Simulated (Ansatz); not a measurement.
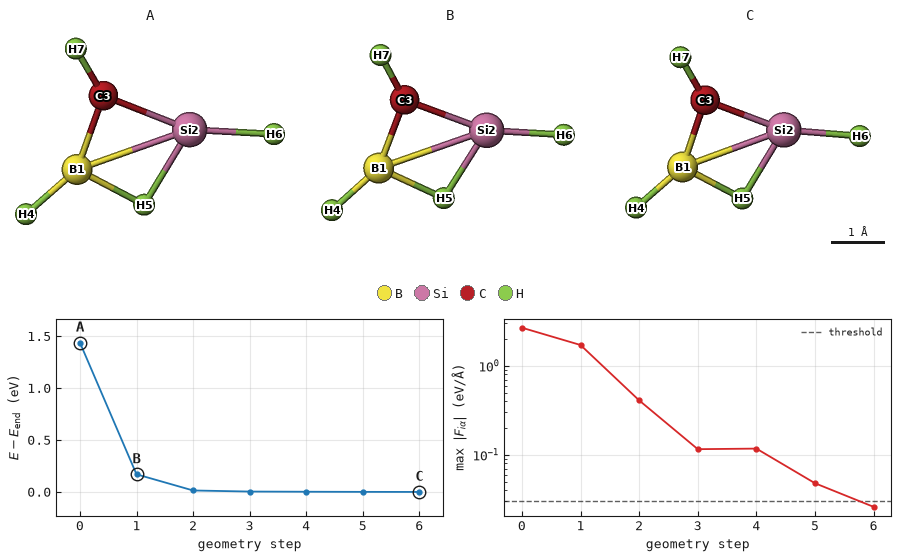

Frames of a relaxation of CH$_{4}$BSi (charge +1), marked on the history of the run. Style: ball-and-stick. Shown at a tilt.

It is one of the separated reactants of a reaction.

Method: RKS PBE-D4/def2-SVP (Ansatz 0.2.0).

The input:
```yaml
crystal:
  periodic: [false, false, false]
  atoms:
    - {symbol: B, position_ang: [-0.263277, -0.020911, -1.055708]}
    - {symbol: Si, position_ang: [-0.080040, 0.207016, 1.195704]}
    - {symbol: C, position_ang: [1.027773, -0.520750, -0.160507]}
    - {symbol: H, position_ang: [-0.861720, 0.104205, -2.228203]}
    - {symbol: H, position_ang: [-1.296255, 0.621217, -0.050366]}
    - {symbol: H, position_ang: [-0.608694, 0.673162, 2.687711]}
    - {symbol: H, position_ang: [2.082213, -1.063939, -0.388632]}
basis:
  gaussian: {orbitals: def2-SVP}
total_charge: 1
hamiltonian: {xc: pbe, dispersion: d4}
relax: {f_tol: 0.03, max_steps: 250}
```

Launched with:
```bash
ansatz run in.yaml --threads 2 --pin off --events-out ev --progress --plain --max-ram 4352MiB
```

What happens along the run?

Answer. The largest move after the best rigid fit is that of H6, 0.27 Å. By element the largest moves are H 0.27 Å, B 0.12 Å, Si 0.11 Å, C 0.11 Å. Among the contacts that change: B1–Si2 2.270 → 2.050 Å, Si2–C3 1.896 → 1.719 Å, B1–H5 1.578 → 1.406 Å, B1–C3 1.649 → 1.487 Å. Among the angles between lasting bonds that change: C3–Si2–H6 160.4° → 163.0°, B1–Si2–H6 154.0° → 151.6°. Over 6 geometry steps the energy falls by 1.438 eV. The largest force component goes from 2.7 to 0.026 eV/Å. From step 0 to 1: H6 moves most (0.20 Å), energy −1.269 eV. From step 1 to 6: H4 moves most (0.09 Å), energy −0.170 eV.

```
step  E − E(0), eV  largest force component, eV/Å
   0        0.0000                         2.6755
   1       -1.2685                         1.7107
   2       -1.4241                         0.4086
   3       -1.4346                         0.1157
   4       -1.4364                         0.1174
   5       -1.4376                         0.0479
   6       -1.4383                         0.0260
```
